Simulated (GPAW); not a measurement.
**Mg2NCl (R-3m): G0W0 with GPAW, start to end**

Wanted: ground state, empty states, screening and self-energy for Mg2NCl (R-3m).

Program: GPAW 26.7.0. Level of theory: LDA and many-body steps on it, plane waves. Results are calculated unless marked as measured.

### Step 1. The starting structure

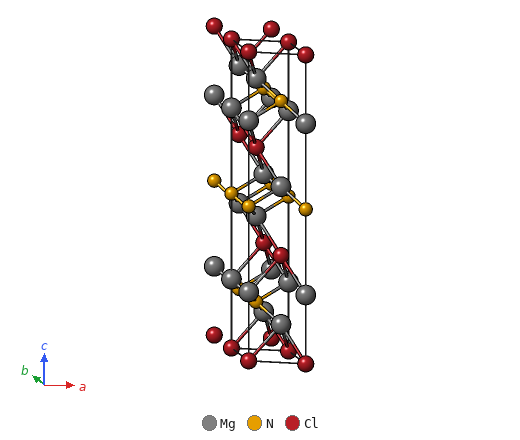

The starting structure, seen slightly off an axis (magnesium grey, nitrogen orange, chlorine red). 1×2×1 cells are drawn. This picture shows the conventional cell, with its axes. Bonds to atoms that aren't drawn are left out. Some periodic images of atoms are drawn too.

The cell and positions are those that the Materials Project relaxed with its own functionals (PBE, PBE+U or r2SCAN), kept fixed.

### Step 2. Ground state

This step: GPAW 26.7.0; DFT, LDA, plane waves, PAW.

The ground-state density comes first.

The input, run.py:

```python
import json
import numpy as np
from gpaw.mpi import world
from ase import Atoms
from gpaw import GPAW, PW, FermiDirac

atoms = Atoms(['Mg', 'Mg', 'N', 'Cl'],
    cell=[[1.6606666161, 0.9587863178, 6.0029770000],
      [-1.6606666161, 0.9587863178, 6.0029770000],
      [0.0000000000, -1.9175726357, 6.0029770000]],
    scaled_positions=[[0.2228150000, 0.2228150000, 0.2228150000],
      [0.7771850000, 0.7771850000, 0.7771850000],
      [0.5000000000, 0.5000000000, 0.5000000000],
      [0.0000000000, 0.0000000000, 0.0000000000]],
    pbc=(True, True, True))
calc = GPAW(mode=PW(600),
    xc='LDA',
    kpts={'size': (8, 8, 8), 'gamma': True},
    occupations=FermiDirac(0.001),
    nbands=-8,
    convergence={'density': 1e-6, 'bands': -3},
    maxiter=100,
    txt='gs.txt')
atoms.calc = calc
res = {'energy': atoms.get_potential_energy()}
kpts = calc.get_ibz_k_points()
res['kpts'] = kpts
res['eigenvalues'] = [calc.get_eigenvalues(kpt=k) for k in range(len(kpts))]
res['n_electrons'] = calc.get_number_of_electrons()
calc.write('gs.gpw')

if world.rank == 0:
    with open('result.json', 'w') as f:
        json.dump(res, f, default=lambda x: x.tolist())
```

Launch:

```
mpirun -n 4 gpaw python run.py
```

The log of the run:

```text
__  _  _
 | _ |_)|_||  |
 |__||  | ||/\| - 26.7.0

Input parameters:
  mode=PW(ecut=600.0),
  convergence={'density': 1e-06, 'bands': -3},
  kpts=MonkhorstPack(size=(8, 8, 8), gamma=True),
  maxiter=100,
  nbands=-8,
  occupations=Occupations(name='fermi-dirac', width=0.001, fixmagmom=False),
  xc=XC(name='LDA')
  [... matrices ...]
Diagonalizing LCAO Hamiltonian
Converting LCAO to pw mode

       Mg

       N

       Mg

       Cl

Atoms  # Å, Bohr magnetons
|   | symbol |         x |         y |         z |    initial magnetic moments |
| 0 |     Mg | -0.000000 | -0.000000 |  4.012660 | ( 0.0000,  0.0000,  0.0000) |
| 1 |     Mg | -0.000000 | -0.000000 | 13.996271 | ( 0.0000,  0.0000,  0.0000) |
| 2 |      N |  0.000000 | -0.000000 |  9.004465 | ( 0.0000,  0.0000,  0.0000) |
| 3 |     Cl |  0.000000 |  0.000000 |  0.000000 | ( 0.0000,  0.0000,  0.0000) |

Unit cell  # Å
| periodic |         x |         y |        z |  lengths |    angles |
|      yes |  1.660667 |  0.958786 | 6.002977 | 6.301811 | 30.558313 |
|      yes | -1.660667 |  0.958786 | 6.002977 | 6.301811 | 30.558313 |
|      yes |  0.000000 | -1.917573 | 6.002977 | 6.301811 | 30.558313 |

Number of symmetries: 12
Symmetry operations  # r_c * U_cc + t_c -> r_c
|    | kind |            matrix            |
|  0 |  E   |  1, 0, 0,  0, 1, 0,  0, 0, 1 |
|  1 |  σ   |  1, 0, 0,  0, 0, 1,  0, 1, 0 |
|  2 |  σ   |  0, 1, 0,  1, 0, 0,  0, 0, 1 |
|  3 |  C3  |  0, 1, 0,  0, 0, 1,  1, 0, 0 |
|  4 |  C3  |  0, 0, 1,  1, 0, 0,  0, 1, 0 |
|  5 |  σ   |  0, 0, 1,  0, 1, 0,  1, 0, 0 |
|  6 |  C2  |  0, 0,-1,  0,-1, 0, -1, 0, 0 |
|  7 |  S6  |  0, 0,-1, -1, 0, 0,  0,-1, 0 |
|  8 |  S6  |  0,-1, 0,  0, 0,-1, -1, 0, 0 |
|  9 |  C2  |  0,-1, 0, -1, 0, 0,  0, 0,-1 |
| 10 |  C2  | -1, 0, 0,  0, 0,-1,  0,-1, 0 |
| 11 |  i   | -1, 0, 0,  0,-1, 0,  0, 0,-1 |

BZ-sampling:
  Number of BZ points: 512
  Number of IBZ points: 65

  Monkhorst-Pack size: [8, 8, 8]
  Monkhorst-Pack shift: [0.0625, 0.0625, 0.0625]

K-points  # in reciprocal-cell coordinates
|     |                                coordinates |     weight |
|   0 | (  0.00000000,   0.00000000,   0.00000000) | 0.00195312 |
|   1 | (  0.12500000,   0.00000000,  -0.12500000) | 0.01171875 |
|   2 | (  0.12500000,   0.00000000,   0.00000000) | 0.01171875 |
|   3 | (  0.12500000,   0.12500000,  -0.12500000) | 0.01171875 |
|   4 | (  0.12500000,   0.12500000,   0.00000000) | 0.01171875 |
|   5 | (  0.12500000,   0.12500000,   0.12500000) | 0.00390625 |
|   6 | (  0.25000000,  -0.12500000,  -0.12500000) | 0.01171875 |
|   7 | (  0.25000000,   0.00000000,  -0.25000000) | 0.01171875 |
|   8 | (  0.25000000,   0.00000000,  -0.12500000) | 0.02343750 |
|   9 | (  0.25000000,   0.00000000,   0.00000000) | 0.01171875 |
| ... |                                            |            |
|  64 | (  0.50000000,   0.50000000,   0.50000000) | 0.00195312 |

Plane wave coefficients: 1961
Cutoff: 600.0 eV

Spin-components: 1 (collinear spins)
Bands:           24
Projectors:      20
Spin-degeneracy: 2
Datatype:        complex128

  Storage: CPU
  Wave functions: 48_946_560 bytes (12_236_640 per core)
  Projectors: 57_104_320 bytes (14_276_080 per core)
  [... matrices ...]
Parallelization:
  kpt:    4
  domain: 1
  band:   1

Density:
  Valence electrons: 32.0
  Components: 1
  Grid points: [36 36 36]
  Charge: 0.0  # |e|

Potential:
  Grid points: [36 36 36]

species:
  Mg:
    name:    Magnesium
    Z:       12.0
    valence: 10
    core:    2
    charge:  0.0  # [|e|]
    compensation charges:
      type: gauss
      rc: 0.33  # [Å]
      lmax: 2
    cutoffs:
      filter: 1.86  # [Å]
      core: 0.54  # [Å]
    projectors
    | kind |    occ | energy [eV] | rcut [Å] |
    |   2s |  2.000 |     -79.291 |    1.090 |
    |   3s |  2.000 |      -4.782 |    1.090 |
    |   2p |  6.000 |     -46.725 |    1.085 |
    |   3p |  0.000 |      -1.374 |    1.085 |
    |    d |        |       0.000 |    1.037 |

    Using partial waves for Mg as LCAO basis

  N:
    name:    Nitrogen
    Z:       7.0
    valence: 5
    core:    2
    charge:  0.0  # [|e|]
    compensation charges:
      type: gauss
      rc: 0.18  # [Å]
      lmax: 2
    cutoffs:
      filter: 1.11  # [Å]
      core: 0.96  # [Å]
    projectors
    | kind |    occ | energy [eV] | rcut [Å] |
    |   2s |  2.000 |     -18.420 |    0.603 |
    |   2p |  3.000 |      -7.237 |    0.529 |
    |    s |        |       8.791 |    0.603 |
    |    p |        |      19.974 |    0.529 |
    |    d |        |       0.000 |    0.577 |

    Using partial waves for N as LCAO basis

  Cl:
    name:    Chlorine
    Z:       17.0
    valence: 7
    core:    10
    charge:  0.0  # [|e|]
    compensation charges:
      type: gauss
      rc: 0.25  # [Å]
      lmax: 2
    cutoffs:
      filter: 1.40  # [Å]
      core: 1.49  # [Å]
    projectors
    | kind |    occ | energy [eV] | rcut [Å] |
    |   3s |  2.000 |     -20.688 |    0.794 |
    |   3p |  5.000 |      -8.701 |    0.794 |
    |    s |        |       6.523 |    0.794 |
    |    p |        |      18.511 |    0.794 |
    |    d |        |       0.000 |    0.794 |

    Using partial waves for Cl as LCAO basis

Reference energy: -24844.464110  # eV

eigensolver:
  PPCG
  Converge bands: -3
  niter=2

density mixing:
  MSR1-Mixer
  Pratt-step length: 0.05
  Maximum mixing coefficient: 0.75
  Old densities: 10
  SVD Regularization: 0.005
  Good broyden scale: 1.0
  Trust region scale: 1.0
  Backstep threshold: 4.0
  History deletion threshold: 6.0
  Fourier metric: weight=20.0, sigma=0.015

occupation numbers:
  Fermi-Dirac:
    width: 0.0010  # eV

poisson solver:
  ecut: 4800.0  # eV

xc functional:
  name: None

Initialization done in: 3.376 s

convergence criteria:
- Maximum integral of absolute [dens]ity change: 1e-06 electrons / valence electron
- Maximum [total energy] change in last 3 cyles: 0.0005 eV / valence electron
- Maximum integral of absolute [eigenst]ate change: 4e-08 eV^2 / valence electron
maximum number of iterations: 100

SCF iterations
|iter     |     time |      energy | eigst |  dens |
|iter:   1|  |  -23.482916 | +0.84 |       |
|iter:   2|  |  -22.549142 | -0.46 | -1.03 |
|iter:   3|  |  -20.228071 | -0.18 | -1.08 |
|iter:   4|  |  -20.178398 | -1.93 | -1.57 |
|iter:   5|  |  -20.163153 | -2.31 | -1.82 |
|iter:   6|  |  -20.162753c| -3.71 | -2.66 |
|iter:   7|  |  -20.162741c| -4.92 | -3.02 |
|iter:   8|  |  -20.162741c| -6.02 | -3.86 |
|iter:   9|  |  -20.162741c| -6.55 | -4.37 |
|iter:  10|  |  -20.162741c| -7.48c| -5.40 |
|iter:  11|  |  -20.162741c| -7.80c| -6.02c|

Converged in 11 steps
SCF loop duration: 34.346 s (3.122 s/step)
Energy contributions relative to reference atoms: (reference = -24844.464110)
  [... matrices ...]
Energy contributions:
  Kinetic:           7.249299
  Coulomb:          -4.292310
  Zero:             -0.147684
  External:          0.000000
  Xc:              -22.972046
  Entropy:          -0.000000
  Spinorbit:         0.000000
  ----------------------------
  Free energy:     -20.162741
  Extrapolated:    -20.162741

dipole moment: (-0.000000, 0.000000, -67.457816)  # |e|*Ang

Fermi level: 4.933
Eigenvalues  # (at kpt = [0.000, 0.000, 0.000])
| band index |      eig [eV] | occ [0-2] |
|          0 |       -68.833 |     2.000 |
|        ... |               |           |
|          8 |       -11.427 |     2.000 |
|          9 |        -7.656 |     2.000 |
|         10 |        -1.337 |     2.000 |
|         11 |         2.668 |     2.000 |
|         12 |         2.668 |     2.000 |
|         13 |         3.903 |     2.000 |
|         14 |         4.869 |     2.000 |
|         15 |         4.869 |     2.000 |
|         16 |         7.034 |     0.000 |
|         17 |        10.107 |     0.000 |
|         18 |        13.121 |     0.000 |
|         19 |        13.605 |     0.000 |
|         20 |        14.157 |     0.000 |
|         21 |        14.167 |     0.000 |
|         22 |        14.991 |     0.000 |
|         23 |        16.613 |     0.000 |

Gap: 2.164 eV
Transition (v -> c):
  (s=0, k=0, n=15, [0.00, 0.00, 0.00]) -> (s=0, k=0, n=16, [0.00, 0.00, 0.00])
No difference between direct/indirect transitions
# Writing to gs.gpw (mode='')
  [... matrices ...]
```

Wall time 39 s (4 MPI ranks of Arm Neoverse V1, shared host); peak memory 0.94 GiB.

This step gave:

* total energy: -20.16 eV
* gap: 2.164 eV
* k of the valence top: 0, 0, 0
* k of the conduction bottom: 0, 0, 0
* least direct gap: 2.164 eV

The gap is direct, at Γ.

### Step 3. Bands along the symmetry lines

The cheap functional maps the bands first; the places of the edges decide which points the dearer methods must see.

The input, run.py:

```python
import json
import numpy as np
from gpaw.mpi import world
from gpaw import GPAW

path = [[0.000000, 0.000000, 0.000000],
    [0.062500, 0.062500, 0.062500],
    [0.125000, 0.125000, 0.125000],
    [0.187500, 0.187500, 0.187500],
    [0.250000, 0.250000, 0.250000],
    [0.312500, 0.312500, 0.312500],
    [0.375000, 0.375000, 0.375000],
    [0.437500, 0.437500, 0.437500],
    [0.500000, 0.500000, 0.500000],
    [0.539541, 0.460459, 0.500000],
    [0.579082, 0.420918, 0.500000],
    [0.618623, 0.381377, 0.500000],
    [0.658163, 0.341837, 0.500000],
    [0.697704, 0.302296, 0.500000],
    [0.737245, 0.262755, 0.500000],
    [0.776786, 0.223214, 0.500000],
    [0.816327, 0.183673, 0.500000],
    [0.500000, -0.183673, 0.183673],
    [0.500000, -0.160714, 0.160714],
    [0.500000, -0.137755, 0.137755],
    [0.500000, -0.114796, 0.114796],
    [0.500000, -0.091837, 0.091837],
    [0.500000, -0.068877, 0.068877],
    [0.500000, -0.045918, 0.045918],
    [0.500000, -0.022959, 0.022959],
    [0.500000, 0.000000, 0.000000],
    [0.437500, 0.000000, 0.000000],
    [0.375000, 0.000000, 0.000000],
    [0.312500, 0.000000, 0.000000],
    [0.250000, 0.000000, 0.000000],
    [0.187500, 0.000000, 0.000000],
    [0.125000, 0.000000, 0.000000],
    [0.062500, 0.000000, 0.000000],
    [0.000000, 0.000000, 0.000000],
    [0.042730, -0.042730, 0.000000],
    [0.085459, -0.085459, 0.000000],
    [0.128189, -0.128189, 0.000000],
    [0.170918, -0.170918, 0.000000],
    [0.213648, -0.213648, 0.000000],
    [0.256377, -0.256377, 0.000000],
    [0.299107, -0.299107, 0.000000],
    [0.341837, -0.341837, 0.000000],
    [0.658163, 0.000000, 0.341837],
    [0.638393, 0.000000, 0.361607],
    [0.618623, 0.000000, 0.381377],
    [0.598852, 0.000000, 0.401148],
    [0.579082, 0.000000, 0.420918],
    [0.559311, 0.000000, 0.440689],
    [0.539541, 0.000000, 0.460459],
    [0.519770, 0.000000, 0.480230],
    [0.500000, 0.000000, 0.500000],
    [0.437500, 0.000000, 0.437500],
    [0.375000, 0.000000, 0.375000],
    [0.312500, 0.000000, 0.312500],
    [0.250000, 0.000000, 0.250000],
    [0.187500, 0.000000, 0.187500],
    [0.125000, 0.000000, 0.125000],
    [0.062500, 0.000000, 0.062500],
    [0.000000, 0.000000, 0.000000]]
calc = GPAW('gs.gpw').fixed_density(kpts=path,
    symmetry='off',
    nbands=26,
    convergence={'bands': 22},
    txt='bands.txt')
res = {}
kpts = calc.get_ibz_k_points()
res['kpts'] = kpts
res['eigenvalues'] = [calc.get_eigenvalues(kpt=k) for k in range(len(kpts))]
res['n_electrons'] = calc.get_number_of_electrons()

if world.rank == 0:
    with open('result.json', 'w') as f:
        json.dump(res, f, default=lambda x: x.tolist())
```

Launch:

```
mpirun -n 4 gpaw python run.py
```

The log of the run:

```text
Diagonalizing LCAO Hamiltonian
Converting LCAO to pw mode
convergence criteria:
- Maximum integral of absolute [eigenst]ate change: 4e-08 eV^2 / valence electron
maximum number of iterations: 100

SCF iterations
|iter     |     time |      energy | eigst |  dens |
|iter:   1|  |             | +1.11 |       |
|iter:   2|  |             | -0.03 |       |
|iter:   3|  |             | -0.78 |       |
[...]
|iter:   8|  |             | -5.91 |       |
|iter:   9|  |             | -6.69 |       |
|iter:  10|  |             | -7.66c|       |
SCF steps: 10
  __  _  _
 | _ |_)|_||  |
 |__||  | ||/\| - 26.7.0

Input parameters:
  mode=PW(ecut=600.0),
  convergence={'bands': 22},
  gpts=array([36, 36, 36]),
  kpts=KPoints(kpts=array([[ 0.      ,  0.      ,  0.      ],
         [ 0.0625  ,  0.0625  ,  0.0625  ],
         [ 0.125   ,  0.125   ,  0.125   ],
         [ 0.1875  ,  0.1875  ,  0.1875  ],
[...]
[ 0.539541,  0.460459,  0.5     ],
         [ 0.579082,  0.420918,  0.5     ],
         [ 0.618623,  0.381377,  0.5     ],
[...]
[ 0.5     , -0.183673,  0.183673],
         [ 0.5     , -0.160714,  0.160714],
         [ 0.5     , -0.137755,  0.137755],
[...]
[ 0.5     , -0.045918,  0.045918],
         [ 0.5     , -0.022959,  0.022959],
[...]
[ 0.299107, -0.299107,  0.      ],
         [ 0.341837, -0.341837,  0.      ],
         [ 0.658163,  0.      ,  0.341837],
         [ 0.638393,  0.      ,  0.361607],
         [ 0.618623,  0.      ,  0.381377],
         [ 0.598852,  0.      ,  0.401148],
         [ 0.579082,  0.      ,  0.420918],
         [ 0.559311,  0.      ,  0.440689],
         [ 0.539541,  0.      ,  0.460459],
[...]
[ 0.125   ,  0.      ,  0.125   ],
         [ 0.0625  ,  0.      ,  0.0625  ],
         [ 0.      ,  0.      ,  0.      ]])),
  maxiter=100,
  nbands=26,
  occupations=Occupations(name='fermi-dirac', width=0.001, fixmagmom=False),
  parallel={},
  symmetry=Symmetry(point_group=False, time_reversal=False),
  xc=XC(name='LDA')
  [... matrices ...]
timing:  # [seconds]
  Total: 0.025  # ━━━━━━━━━━━━━━━━━━━━━━━━━━━━━━━━━━━━━━━━━━━━━━━━━━━━━━━━━━━
```

Elapsed: 33 s, on 4 MPI ranks; peak memory 1 GiB; 2.2 min of CPU time.

This step gave:

```
gap                        : 2.164 eV
k of the valence top       : 0, 0, 0
k of the conduction bottom : 0, 0, 0
least direct gap           : 2.164 eV
```

The gap is 2.164 eV, as in the run before at this level.

Electronic bands along the path, in eV, zero at the top of the highest filled band:

```tsv
point	band 13	band 14	band 15	band 16	band 17	band 18	band 19	band 20
Γ	-2.20	-0.97	0.00	0.00	2.16	5.24	8.25	8.74
T	-2.19	-2.19	-0.02	-0.02	4.48	4.72	7.03	8.12
H2	-4.56	-2.67	-2.52	-0.93	4.56	4.94	6.32	7.64
jump to H0	-4.56	-2.67	-2.52	-0.93	4.56	4.94	6.32	7.64
L	-3.90	-3.01	-1.45	-0.78	4.24	5.76	6.19	6.98
Γ	-2.20	-0.97	0.00	0.00	2.16	5.24	8.25	8.74
S0	-4.57	-2.75	-2.49	-0.94	4.49	5.39	5.93	7.78
jump to S2	-4.57	-2.75	-2.49	-0.94	4.49	5.39	5.93	7.78
F	-3.04	-2.95	-0.77	-0.71	3.08	3.93	5.36	8.71
Γ	-2.20	-0.97	0.00	0.00	2.16	5.24	8.25	8.74
```

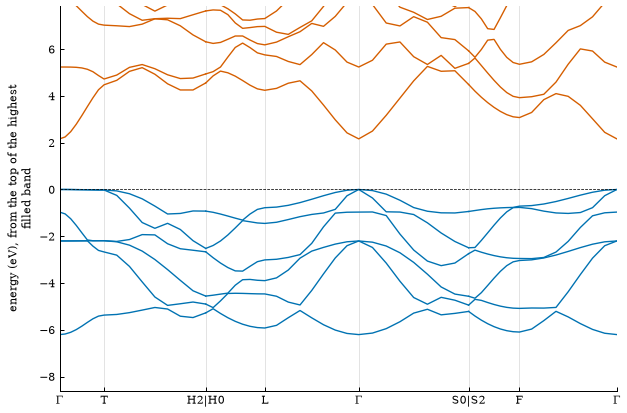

Electronic bands along the path; lines of filled and empty bands in two colours.

### Step 4. Empty states on the mesh, 4×4×4 mesh, 103 bands

The sums over transitions need many empty states on a uniform mesh; this step solves for them.

The input, run.py:

```python
import json
import numpy as np
from gpaw.mpi import world
from gpaw import GPAW

calc = GPAW('gs.gpw').fixed_density(kpts={'size': (4, 4, 4), 'gamma': True},
    nbands=120,
    convergence={'bands': 103},
    txt='nscf.txt')
calc.write('full.gpw', mode='all')
res = {}
kpts = calc.get_ibz_k_points()
res['kpts'] = kpts
res['eigenvalues'] = [calc.get_eigenvalues(kpt=k) for k in range(len(kpts))]
res['n_electrons'] = calc.get_number_of_electrons()

if world.rank == 0:
    with open('result.json', 'w') as f:
        json.dump(res, f, default=lambda x: x.tolist())
```

Launch:

```
mpirun -n 4 gpaw python run.py
```

The log of the run:

```text
Diagonalizing LCAO Hamiltonian
Converting LCAO to pw mode
convergence criteria:
- Maximum integral of absolute [eigenst]ate change: 4e-08 eV^2 / valence electron
maximum number of iterations: 100

SCF iterations
|iter     |     time |      energy | eigst |  dens |
|iter:   1|  |             | +4.12 |       |
|iter:   2|  |             | +2.89 |       |
|iter:   3|  |             | +1.71 |       |
[...]
|iter:  12|  |             | -6.75 |       |
|iter:  13|  |             | -7.34 |       |
|iter:  14|  |             | -7.84c|       |
SCF steps: 14
  __  _  _
 | _ |_)|_||  |
 |__||  | ||/\| - 26.7.0

Input parameters:
  mode=PW(ecut=600.0),
  convergence={'bands': 103},
  gpts=array([36, 36, 36]),
  kpts=MonkhorstPack(size=(4, 4, 4), gamma=True),
  maxiter=100,
  nbands=120,
  occupations=Occupations(name='fermi-dirac', width=0.001, fixmagmom=False),
  parallel={},
  xc=XC(name='LDA')
# Writing to full.gpw (mode='all')
  [... matrices ...]

timing:  # [seconds]
  Total: 0.037  # ━━━━━━━━━━━━━━━━━━━━━━━━━━━━━━━━━━━━━━━━━━━━━━━━━━━━━━━━━━━
```

Elapsed: 57 s, on 4 MPI ranks; peak memory 1.1 GiB; 3.8 min of CPU time.

Numbers from this step:

```yaml
gap: 2.164 eV
k_of_the_valence_top: 0, 0, 0
k_of_the_conduction_bottom: 0, 0, 0
least_direct_gap: 2.164 eV
k_points_computed: 13
lowest_point_of_the_top_converged_band_above_the_valence_top: 64.7222 eV
```

On this mesh the gap is 2.164 eV.

(Part 1 of 2 ends here.)

[Paths, hosts, dates, memory and timing lines, banners, echoed tables and standing remarks are left out of the program output.]

[Logs are printed without paths, hosts, clocks, repeated set-up lines and the standing remarks that a program may print on its own settings, such as how far it seeks lower states.]

[Runs of the session that timed out or met a known fault of the program may be left out.]

[Hosts, paths, dates, database ids (printed as entryN), source tags and the programs' standing remarks are cut or masked in the printed files.]
